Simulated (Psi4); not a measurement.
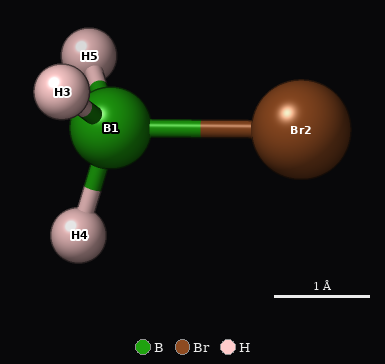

Figure 1. The input geometry (ball-and-stick view, seen at a tilt; atoms are numbered from 1 in the order of the input). Bond lengths as drawn: B–Br 2.03 Å and B–H 1.21 Å.

## Single-point calculation of BH₃Br (part 1 of 2)

System: BH₃Br, multiplicity 2.
Method: CCSD/def2-TZVP, UHF (Psi4 1.11).

The geometry comes from this level: GFN2-xTB.

**Input file (run_ase.py)**
```python
import numpy as np
from ase.calculators.psi4 import Psi4
from ase.io import read

atoms = read('bbrh3.xyz')
calc = Psi4(atoms=atoms, method='ccsd', basis='def2-TZVP', memory='1600MB', num_threads=1, charge=0, multiplicity=2, label='bbrh3', reference='uhf')
calc.psi4.set_options({'puream': True, 'e_convergence': 1e-09, 'd_convergence': 1e-08, 'scf_type': 'pk', 'num_frozen_docc': 10, 'maxiter': 200})
atoms.calc = calc

print(f'energy: {atoms.get_potential_energy():.6f} eV')
```

**File bbrh3.xyz**
```
5
BBrH3
B      0.105540    -0.047320     0.145720
Br    -1.044180     0.467760    -1.441330
H      1.234050    -0.217200    -0.260310
H     -0.352540    -1.066680     0.613040
H      0.057130     0.863440     0.942890
```

Hardware: 1 thread of Intel Xeon (Sapphire Rapids), 12 GiB of memory available, shared host.

Command:
```bash
python run_ase.py
```

**Log**
```
=> Loading Basis Set <=

    Name: DEF2-TZVP
    Role: ORBITAL
    Keyword: BASIS

         ---------------------------------------------------------
                                   SCF
                              UHF Reference
                        1 Threads,   1525 MiB Core
         ---------------------------------------------------------

  ==> Geometry <==

    Molecular point group: c1
    Full point group: C1

    Geometry (in Angstrom), charge = 0, multiplicity = 2:

       Center              X                  Y                   Z               Mass
    ------------   -----------------  -----------------  -----------------  -----------------
         B            0.969403119218    -0.434299221569     1.338146036447    11.009305360000
         BR          -0.180316880782     0.080780778431    -0.248903963553    78.918337600000
         H            2.097913119218    -0.604179221569     0.932116036447     1.007825032230
         H            0.511323119218    -1.453659221569     1.805466036447     1.007825032230
         H            0.920993119218     0.476460778431     2.135316036447     1.007825032230

  Running in c1 symmetry.

  Rotational constants: A =      4.18021  B =      0.30580  C =      0.30580 [cm^-1]
  Rotational constants: A = 125319.58367  B =   9167.70842  C =   9167.57017 [MHz]
  Nuclear repulsion =   73.969301079071656

  Charge       = 0
  Multiplicity = 2
  Electrons    = 43
  Nalpha       = 22
  Nbeta        = 21

  ==> Algorithm <==

  SCF Algorithm Type is PK.
  DIIS enabled.
  MOM disabled.
  Fractional occupation disabled.
  Guess Type is SAD.
  Energy threshold   = 1.00e-09
  Density threshold  = 1.00e-08
  Integral threshold = 1.00e-12

  ==> Primary Basis <==

  Basis Set: DEF2-TZVP
    Blend: DEF2-TZVP
    Number of shells: 39
    Number of basis functions: 97
    Number of Cartesian functions: 109
    Spherical Harmonics?: true
    Max angular momentum: 3

  ==> Integral Setup <==

  Using in-core PK algorithm.
   Calculation information:
      Number of atoms:                   5
      Number of AO shells:              39
      Number of primitives:             77
      Number of atomic orbitals:       109
      Number of basis functions:        97

      Integral cutoff                 1.00e-12
      Number of threads:                 1

  Performing in-core PK
  Using 22595762 doubles for integral storage.
  We computed 290464 shell quartets total.
  Whereas there are 304590 unique shell quartets.

  ==> DiskJK: Disk-Based J/K Matrices <==

    J tasked:                  Yes
    K tasked:                  Yes
    wK tasked:                  No
    Memory [MiB]:             1144
    Schwarz Cutoff:          1E-12

  Minimum eigenvalue in the overlap matrix is 2.6367386159E-03.
  Reciprocal condition number of the overlap matrix is 4.2274899372E-04.
    Using symmetric orthogonalization.

  ==> Pre-Iterations <==

  SCF Guess: Superposition of Atomic Densities via on-the-fly atomic UHF (no occupation information).

   -------------------------
    Irrep   Nso     Nmo
   -------------------------
     A         97      97
   -------------------------
    Total      97      97
   -------------------------

  ==> Iterations <==

                        Total Energy        Delta E     RMS |[F,P]|

   @UHF iter SAD: -2596.59672624218138   -2.59660e+03   0.00000e+00
   @UHF iter   1: -2598.56860124475816   -1.97188e+00   1.19001e-02 DIIS/ADIIS
   @UHF iter   2: -2598.71046944531599   -1.41868e-01   6.38603e-03 DIIS/ADIIS
   @UHF iter   3: -2598.76090687737087   -5.04374e-02   4.57446e-04 DIIS/ADIIS
   @UHF iter   4: -2598.76483785594655   -3.93098e-03   3.00718e-04 DIIS/ADIIS
   @UHF iter   5: -2598.76701897446128   -2.18112e-03   2.24716e-04 DIIS/ADIIS
   @UHF iter   6: -2598.76974496291541   -2.72599e-03   1.83571e-04 DIIS/ADIIS
   @UHF iter   7: -2598.77248881320975   -2.74385e-03   7.09685e-05 DIIS
   @UHF iter   8: -2598.77271937481328   -2.30562e-04   3.77389e-05 DIIS
   @UHF iter   9: -2598.77276278923182   -4.34144e-05   1.93708e-05 DIIS
   @UHF iter  10: -2598.77276514032155   -2.35109e-06   1.39856e-05 DIIS
   @UHF iter  11: -2598.77277010174157   -4.96142e-06   2.98398e-06 DIIS
   @UHF iter  12: -2598.77277027440505   -1.72663e-07   1.48558e-06 DIIS
   @UHF iter  13: -2598.77277034367899   -6.92739e-08   7.23943e-07 DIIS
   @UHF iter  14: -2598.77277037024805   -2.65691e-08   6.02425e-07 DIIS
   @UHF iter  15: -2598.77277040082799   -3.05799e-08   3.39949e-07 DIIS
   @UHF iter  16: -2598.77277041167645   -1.08485e-08   1.44908e-07 DIIS
   @UHF iter  17: -2598.77277041310163   -1.42518e-09   6.54452e-08 DIIS
   @UHF iter  18: -2598.77277041332127   -2.19643e-10   5.00100e-08 DIIS
   @UHF iter  19: -2598.77277041347270   -1.51431e-10   4.69633e-08 DIIS
   @UHF iter  20: -2598.77277041359503   -1.22327e-10   4.67095e-08 DIIS
   @UHF iter  21: -2598.77277041370053   -1.05501e-10   4.66907e-08 DIIS
   @UHF iter  22: -2598.77277041380012   -9.95897e-11   4.66942e-08 DIIS
   @UHF iter  23: -2598.77277041357274    2.27374e-10   4.66805e-08 DIIS
   @UHF iter  24: -2598.77277041171783    1.85491e-09   4.65559e-08 DIIS
   @UHF iter  25: -2598.77277038877764    2.29402e-08   4.73854e-08 DIIS
   @UHF iter  26: -2598.77277038916145   -3.83807e-10   4.63672e-08 DIIS
   @UHF iter  27: -2598.77277036811893    2.10425e-08   5.61948e-08 DIIS
   @UHF iter  28: -2598.77277031365747    5.44615e-08   2.73736e-07 DIIS
   @UHF iter  29: -2598.77277025560034    5.80571e-08   7.11589e-07 DIIS
   @UHF iter  30: -2598.77277025904368   -3.44335e-09   7.11348e-07 DIIS
   @UHF iter  31: -2598.77277026132833   -2.28465e-09   7.01979e-07 DIIS
   @UHF iter  32: -2598.77277026179490   -4.66571e-10   7.05242e-07 DIIS
   @UHF iter  33: -2598.77277026799129   -6.19639e-09   6.36986e-07 DIIS
   @UHF iter  34: -2598.77277026529555    2.69574e-09   6.66939e-07 DIIS
   @UHF iter  35: -2598.77277026098909    4.30646e-09   6.82167e-07 DIIS
   @UHF iter  36: -2598.77277026781212   -6.82303e-09   5.24708e-07 DIIS
   @UHF iter  37: -2598.77277025797048    9.84164e-09   3.30433e-07 DIIS
   @UHF iter  38: -2598.77277026312731   -5.15683e-09   4.05097e-08 DIIS
   @UHF iter  39: -2598.77277026640741   -3.28009e-09   3.36332e-08 DIIS
   @UHF iter  40: -2598.77277026616230    2.45109e-10   3.34138e-08 DIIS
   @UHF iter  41: -2598.77277026642150   -2.59206e-10   3.34412e-08 DIIS
   @UHF iter  42: -2598.77277025390958    1.25119e-08   3.31761e-08 DIIS
   @UHF iter  43: -2598.77277021812779    3.57818e-08   1.04659e-07 DIIS
   @UHF iter  44: -2598.77277013591083    8.22170e-08   7.56785e-07 DIIS
   @UHF iter  45: -2598.77277013585535    5.54792e-11   1.02044e-06 DIIS
   @UHF iter  46: -2598.77277013099092    4.86443e-09   6.10456e-07 DIIS
   @UHF iter  47: -2598.77277011614160    1.48493e-08   7.45522e-07 DIIS
   @UHF iter  48: -2598.77277010896159    7.18001e-09   1.09734e-06 DIIS
   @UHF iter  49: -2598.77277011673777   -7.77618e-09   5.27134e-07 DIIS
   @UHF iter  50: -2598.77277011870729   -1.96951e-09   1.44768e-07 DIIS
   @UHF iter  51: -2598.77277011844626    2.61025e-10   1.72471e-07 DIIS
   @UHF iter  52: -2598.77277011865635   -2.10093e-10   6.10441e-08 DIIS
   @UHF iter  53: -2598.77277011867682   -2.04636e-11   3.93873e-08 DIIS
   @UHF iter  54: -2598.77277011869046   -1.36424e-11   4.22617e-09 DIIS
  Energy and wave function converged.

  ==> Post-Iterations <==

   @Spin Contamination Metric:   1.248429217E-02
   @S^2 Expected:                7.500000000E-01
   @S^2 Observed:                7.624842922E-01
   @S   Expected:                5.000000000E-01
   @S   Observed:                5.000000000E-01

    Orbital Energies [Eh]
    ---------------------

    Alpha Occupied:

       1A   -490.115452     2A    -65.256173     3A    -58.616221
       4A    -58.609287     5A    -58.608898     6A     -9.931950
       7A     -7.574062     8A     -7.554364     9A     -7.534369
      10A     -7.531740    11A     -3.288264    12A     -3.284841
      13A     -3.281672    14A     -3.269095    15A     -3.269037
      16A     -1.117897    17A     -0.712960    18A     -0.581984
      19A     -0.528421    20A     -0.511167    21A     -0.454367
      22A     -0.428810

    Alpha Virtual:

      23A      0.136707    24A      0.141964    25A      0.182902
      26A      0.186837    27A      0.232886    28A      0.272971
      29A      0.280776    30A      0.305331    31A      0.329717
      32A      0.350557    33A      0.381063    34A      0.381536
      35A      0.389961    36A      0.436077    37A      0.452385
      38A      0.597745    39A      0.600268    40A      0.610741
      41A      0.735935    42A      0.751594    43A      0.752882
      44A      0.834407    45A      0.937138    46A      0.941095
      47A      0.950076    48A      1.082991    49A      1.151869
      50A      1.158290    51A      1.353949    52A      1.450776
      53A      1.477277    54A      1.502449    55A      1.508036
      56A      1.542480    57A      1.634870    58A      1.681942
      59A      1.693226    60A      1.704063    61A      1.708325
      62A      1.794022    63A      1.819794    64A      1.825804
      65A      1.834127    66A      1.859460    67A      1.956950
      68A      1.985016    69A      1.993169    70A      2.058699
      71A      2.064822    72A      2.109787    73A      2.114190
      74A      2.172338    75A      2.334344    76A      2.444539
      77A      2.455845    78A      2.582506    79A      2.584996
      80A      2.729155    81A      2.809079    82A      2.818299
      83A      2.878931    84A      3.038245    85A      3.222649
      86A      3.292566    87A      3.305342    88A      3.402332
      89A      3.410941    90A      3.536621    91A      4.349974
      92A      4.350728    93A      4.455433    94A      4.485016
      95A      4.655964    96A      7.977284    97A     15.367985

    Beta Occupied:

       1A   -490.111153     2A    -65.253840     3A    -58.607864
       4A    -58.607586     5A    -58.604825     6A     -9.923616
       7A     -7.574644     8A     -7.531924     9A     -7.529465
      10A     -7.526085    11A     -3.278069    12A     -3.276860
      13A     -3.273689    14A     -3.268472    15A     -3.268241
      16A     -1.025647    17A     -0.696049    18A     -0.513886
      19A     -0.493154    20A     -0.451784    21A     -0.417353

    Beta Virtual:

      22A     -0.088662    23A      0.140559    24A      0.145534
      25A      0.187913    26A      0.189063    27A      0.238904
      28A      0.281568    29A      0.282105    30A      0.311619
      31A      0.354641    32A      0.369702    33A      0.384751
      34A      0.420767    35A      0.428857    36A      0.469274
      37A      0.478328    38A      0.603960    39A      0.605505
      40A      0.622277    41A      0.752953    42A      0.755920
      43A      0.762582    44A      0.836136    45A      0.944794
      46A      0.945333    47A      0.955137    48A      1.096240
      49A      1.158077    50A      1.158803    51A      1.355042
      52A      1.483170    53A      1.483761    54A      1.546412
      55A      1.550922    56A      1.551738    57A      1.643037
      58A      1.707593    59A      1.709117    60A      1.748293
      61A      1.752029    62A      1.839061    63A      1.841169
      64A      1.849142    65A      1.852611    66A      1.864235
      67A      1.964355    68A      1.995523    69A      1.997768
      70A      2.063156    71A      2.065082    72A      2.117324
      73A      2.118538    74A      2.175529    75A      2.339352
      76A      2.455271    77A      2.458476    78A      2.589144
      79A      2.589860    80A      2.734487    81A      2.814520
      82A      2.819377    83A      2.880417    84A      3.041685
      85A      3.226203    86A      3.299653    87A      3.307462
      88A      3.409331    89A      3.413861    90A      3.541267
      91A      4.369011    92A      4.369249    93A      4.473228
      94A      4.487579    95A      4.663426    96A      7.989124
      97A     15.367568

    Final Occupation by Irrep:
              A
    DOCC [    21 ]
    SOCC [     1 ]
    NA   [    22 ]
    NB   [    21 ]

  @UHF Final Energy: -2598.77277011869046

   => Energetics <=

    Nuclear Repulsion Energy =             73.9693010790716556
    One-Electron Energy =               -3762.1889048480097699
    Two-Electron Energy =                1089.4468336502479815
    Total Energy =                      -2598.7727701186904596

  UHF NO Occupations:
  HONO-2 :   20  A 1.9982609
  HONO-1 :   21  A 1.9965966
  HONO-0 :   22  A 1.0000000
  LUNO+0 :   23  A 0.0034034
  LUNO+1 :   24  A 0.0017391
  LUNO+2 :   25  A 0.0004898
  LUNO+3 :   26  A 0.0003086

Computation Completed

Properties will be evaluated at   0.000000,   0.000000,   0.000000 [a0]

Properties computed using the SCF density matrix

 Multipole Moments:

 ------------------------------------------------------------------------------------
     Multipole            Electronic (a.u.)      Nuclear  (a.u.)        Total (a.u.)
 ------------------------------------------------------------------------------------
```
